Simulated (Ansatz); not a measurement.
**Ga$_{32}$Sb$_{19}$P$_{13}$: density, localisation and related maps**

Input

```
crystal:
  lattice:
    - [11.66, 0.0, 0.0]
    - [0.0, 11.66, 0.0]
    - [0.0, 0.0, 11.66]
  atoms:
    - { symbol: Ga, position: [0.0, 0.0, 0.0] }
    - { symbol: Ga, position: [0.0, 0.25, 0.25] }
    - { symbol: Ga, position: [0.25, 0.0, 0.25] }
    - { symbol: Ga, position: [0.25, 0.25, 0.0] }
    - { symbol: Ga, position: [0.0, 0.0, 0.5] }
    - { symbol: Ga, position: [0.0, 0.25, 0.75] }
    - { symbol: Ga, position: [0.25, 0.0, 0.75] }
    - { symbol: Ga, position: [0.25, 0.25, 0.5] }
    - { symbol: Ga, position: [0.0, 0.5, 0.0] }
    - { symbol: Ga, position: [0.0, 0.75, 0.25] }
    - { symbol: Ga, position: [0.25, 0.5, 0.25] }
    - { symbol: Ga, position: [0.25, 0.75, 0.0] }
    - { symbol: Ga, position: [0.0, 0.5, 0.5] }
    - { symbol: Ga, position: [0.0, 0.75, 0.75] }
    - { symbol: Ga, position: [0.25, 0.5, 0.75] }
    - { symbol: Ga, position: [0.25, 0.75, 0.5] }
    - { symbol: Ga, position: [0.5, 0.0, 0.0] }
    - { symbol: Ga, position: [0.5, 0.25, 0.25] }
    - { symbol: Ga, position: [0.75, 0.0, 0.25] }
    - { symbol: Ga, position: [0.75, 0.25, 0.0] }
    - { symbol: Ga, position: [0.5, 0.0, 0.5] }
    - { symbol: Ga, position: [0.5, 0.25, 0.75] }
    - { symbol: Ga, position: [0.75, 0.0, 0.75] }
    - { symbol: Ga, position: [0.75, 0.25, 0.5] }
    - { symbol: Ga, position: [0.5, 0.5, 0.0] }
    - { symbol: Ga, position: [0.5, 0.75, 0.25] }
    - { symbol: Ga, position: [0.75, 0.5, 0.25] }
    - { symbol: Ga, position: [0.75, 0.75, 0.0] }
    - { symbol: Ga, position: [0.5, 0.5, 0.5] }
    - { symbol: Ga, position: [0.5, 0.75, 0.75] }
    - { symbol: Ga, position: [0.75, 0.5, 0.75] }
    - { symbol: Ga, position: [0.75, 0.75, 0.5] }
    - { symbol: Sb, position: [0.125, 0.125, 0.125] }
    - { symbol: Sb, position: [0.125, 0.375, 0.375] }
    - { symbol: P, position: [0.375, 0.125, 0.375] }
    - { symbol: Sb, position: [0.375, 0.375, 0.125] }
    - { symbol: P, position: [0.125, 0.125, 0.625] }
    - { symbol: Sb, position: [0.125, 0.375, 0.875] }
    - { symbol: P, position: [0.375, 0.125, 0.875] }
    - { symbol: P, position: [0.375, 0.375, 0.625] }
    - { symbol: P, position: [0.125, 0.625, 0.125] }
    - { symbol: Sb, position: [0.125, 0.875, 0.375] }
    - { symbol: Sb, position: [0.375, 0.625, 0.375] }
    - { symbol: Sb, position: [0.375, 0.875, 0.125] }
    - { symbol: P, position: [0.125, 0.625, 0.625] }
    - { symbol: Sb, position: [0.125, 0.875, 0.875] }
    - { symbol: P, position: [0.375, 0.625, 0.875] }
    - { symbol: Sb, position: [0.375, 0.875, 0.625] }
    - { symbol: Sb, position: [0.625, 0.125, 0.125] }
    - { symbol: Sb, position: [0.625, 0.375, 0.375] }
    - { symbol: Sb, position: [0.875, 0.125, 0.375] }
    - { symbol: Sb, position: [0.875, 0.375, 0.125] }
    - { symbol: Sb, position: [0.625, 0.125, 0.625] }
    - { symbol: P, position: [0.625, 0.375, 0.875] }
    - { symbol: P, position: [0.875, 0.125, 0.875] }
    - { symbol: Sb, position: [0.875, 0.375, 0.625] }
    - { symbol: Sb, position: [0.625, 0.625, 0.125] }
    - { symbol: P, position: [0.625, 0.875, 0.375] }
    - { symbol: P, position: [0.875, 0.625, 0.375] }
    - { symbol: Sb, position: [0.875, 0.875, 0.125] }
    - { symbol: Sb, position: [0.625, 0.625, 0.625] }
    - { symbol: Sb, position: [0.625, 0.875, 0.875] }
    - { symbol: P, position: [0.875, 0.625, 0.875] }
    - { symbol: P, position: [0.875, 0.875, 0.625] }
scf:
  occupations: { method: gaussian, width: 0.01 }
output:
  forces: true
  stress: true
  eigenvalues: true
  write_density: true
  write_potential: true
  elf: true
  volumetric_format: npy
hamiltonian:
  xc: pbesol
relax:
  f_tol: 0.005
  max_steps: 60
  cell: { stress_tol: 0.03 }
kpoints:
  mp_grid: { grid: [2, 2, 2] }
```

Command:

```sh
ansatz run input.yaml --threads 8 --pin off --max-ram 40960MiB --backend cpu --events-out ev --progress --plain --runs-dir out
```

Below, planes, directions and counts refer to the conventional cell (a = 11.65 Å, b = 11.68 Å, c = 11.68 Å, α = 90.06°, β = 90.09°, γ = 90.06°).

The fields are those of the relaxed geometry.

Space group P1; a generated structure, not necessarily the stable one.

Level of theory: Ansatz 0.2.0, DFT PBEsol, scalar-relativistic, plane waves, PAW.

In a PAW calculation such maps are meaningful between the atoms, not at the nuclei.

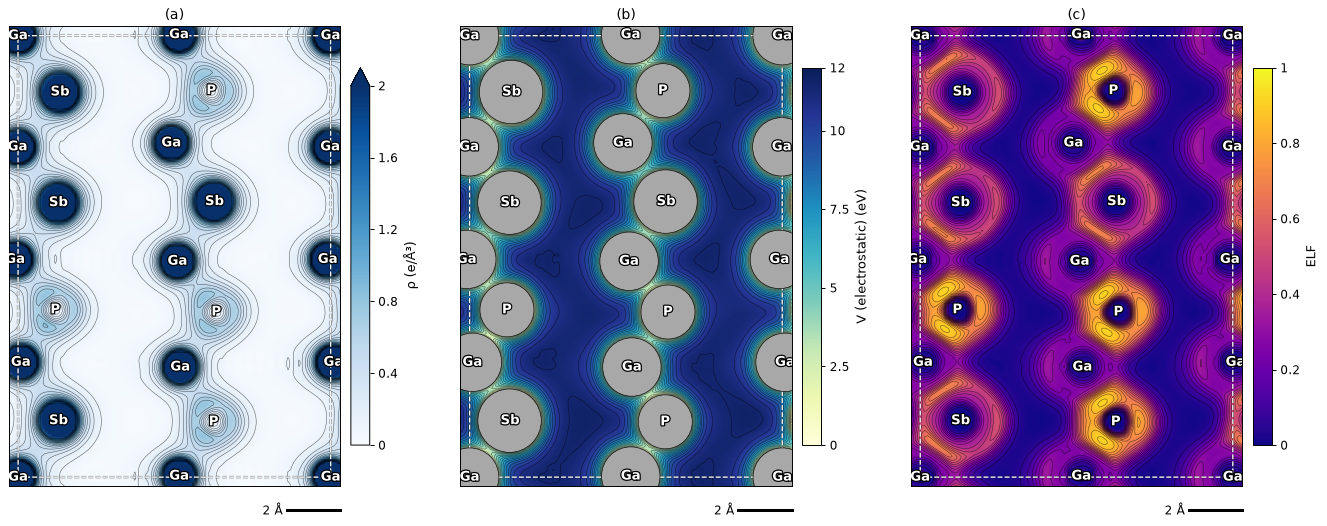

Figure 1. (a) valence electron density; (b) electrostatic potential energy of an electron; (c) ELF on the (110) plane of the conventional cell. Grey discs cover the atomic cores in the potential map.

**What does the map show?**

Atoms in the plane: Ga, Sb and P.
Ga–P (2.35 Å): the density is about 0.55 e/Å³ at the midpoint; the ELF peaks at about 0.90 in the valence shell of P, 0.9 Å from its nucleus, and is about 0.75 at the midpoint.
Ga–Sb (2.58 Å): ρ is about 0.46 e/Å³ halfway; the ELF peaks at about 0.70 between the atoms.
Ga–P (2.41 Å): ρ at the midpoint is about 0.51 e/Å³; the ELF peaks at about 0.90 in the valence shell of P, 0.9 Å from its nucleus, and is about 0.75 at the midpoint.

Ga–P (2.46 Å): ρ is about 0.46 e/Å³ halfway; the ELF peaks at about 0.90 in the valence shell of P, 0.9 Å from its nucleus, and is about 0.75 at the midpoint.
The density dies away to nearly zero in the voids.
The features right at Ga lie inside the PAW spheres, where the map follows smoothed inner orbitals and isn't to be read closely.
Outside the cores the potential energy rises away from the atoms and is highest about 2.6 Å from the nearest atoms; its zero is arbitrary.

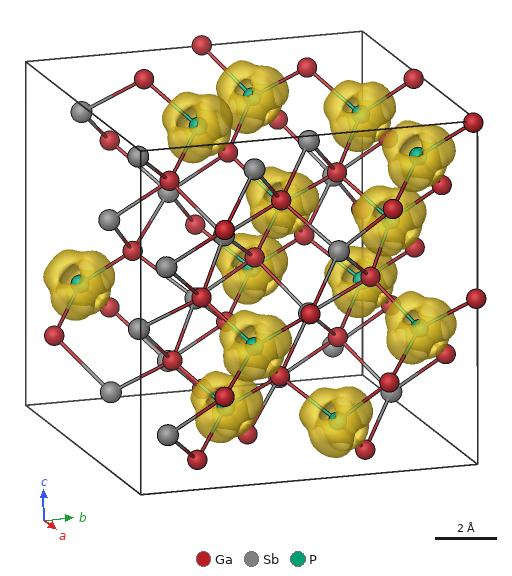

Figure 2. Isosurface of the electron localisation function at 0.75 (yellow), seen slightly off an axis. Core shells and regions of very low density are left out. Sticks mark near contacts.

**Describe the localisation domains.**

The surface consists of 13 regions on P in which the atom's valence shell and bonds are merged, counted in one cell of 64 atoms. Any copies at cell faces, edges or corners count once.


Ga–P (2.34 Å): the ELF peaks at about 0.90 in the valence shell of P, 0.9 Å from its nucleus, and is about 0.75 at the midpoint. Ga–Sb (2.55 Å): the ELF peaks at about 0.70 between the atoms.
